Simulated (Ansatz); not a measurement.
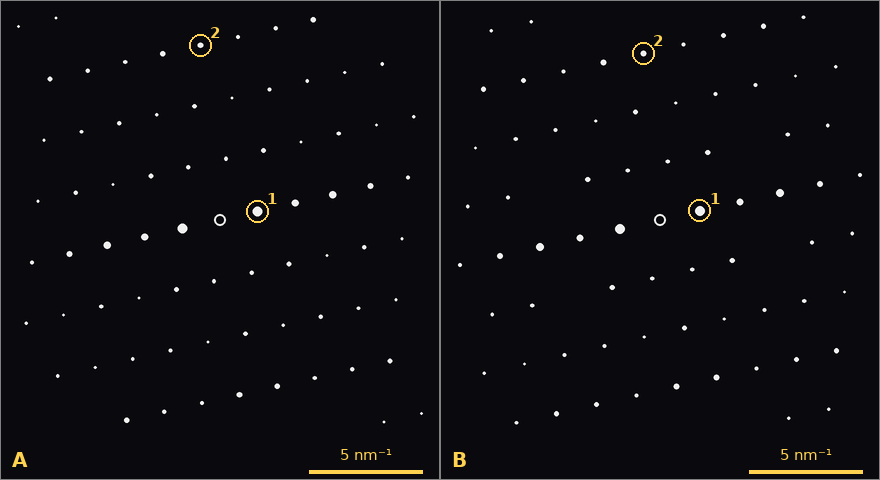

Kinematic electron diffraction patterns (120 kV, B = 0.5 Å², same scale) along [1-10] of the run's own cell, for the start and the end of one relaxation of Si3F2 with Ansatz 0.2.0, DFT PBE, scalar-relativistic, plane waves, PAW. k mesh 10×10×10. The start is a generated model structure, and the relaxation ends in the nearest stationary point of its symmetry, not necessarily the ground state. Spot 1 is -1 -1 0 and spot 2 is -2 -2 -3 in both.

Start structure:

```
Si F
1.0
     0.00000    3.52760    5.49678
     2.48855    0.00000    5.49678
     2.48855    3.52760    0.00000
Si F
3 2
Direct
  0.00000 0.00000 0.00000
  0.33925 0.66075 0.33925
  0.66075 0.33925 0.66075
  0.84694 0.84694 0.15306
  0.15306 0.15306 0.84694
```

Which pattern belongs to the start structure, and which to the relaxed one?

B is the start: its cell gives d(1) = 5.497 Å, d(2) = 1.345 Å and an angle of 83.0°. A is the relaxed structure, with d(1) = 5.847 Å (+6.4 %), d(2) = 1.281 Å (-4.8 %) and 83.7°.

Summarise the relaxation behind the change.

The volume changed by +4.3 % to 20.14 Å³ an atom; with the mean shift removed, the atoms moved by up to 0.09 Å relative to the cell (F most); the space group stayed Fmmm (No. 69); the free energy fell by 31 meV an atom. Relaxed cell: a = 7.001 Å, b = 6.260 Å, c = 4.453 Å, α = 79.67°, β = 61.60°, γ = 38.73°.
